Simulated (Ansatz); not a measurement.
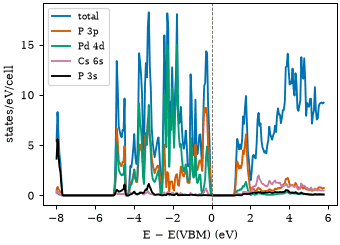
*Total and projected density of states of Cs₂P₂Pd in space group Cmcm (No. 63; Cs on 4c, Cs on 4c, P on 8g, Pd on 4a), DFT-r²SCAN in the program Ansatz with PAW potentials*

**Question.** Which orbitals carry the states next to the gap?

**Answer.** Top 1 eV of the valence band: P 3p 63 %, Pd 4d 28 %, outside the projected shells 5 %. Bottom 1 eV of the conduction band: P 3p 55 %, Pd 4d 11 %, Cs 6s 6 %, outside the projected shells 26 %. Projections are on Löwdin-orthogonalised atomic valence shells; empty p or d shells of many metals are not among them.

**Question.** Where is the tallest occupied peak in this window, and what makes it?

**Answer.** Near -3.2 eV, about 18 states/eV per cell; the largest projected share is Pd 4d.

The first step of the workflow began from a Materials Project structure, measured or hypothetical; the Crystallography Open Database copy checked does not list it. Its standing as an ambient phase is unchecked. Symmetry was held in the r²SCAN relaxation; its stability against distortions is not shown here. No spin polarisation was allowed. Scalar-relativistic: spin–orbit coupling is off unless named, which matters more the heavier the elements.

Potentials: the later of the program's two PAW sets.
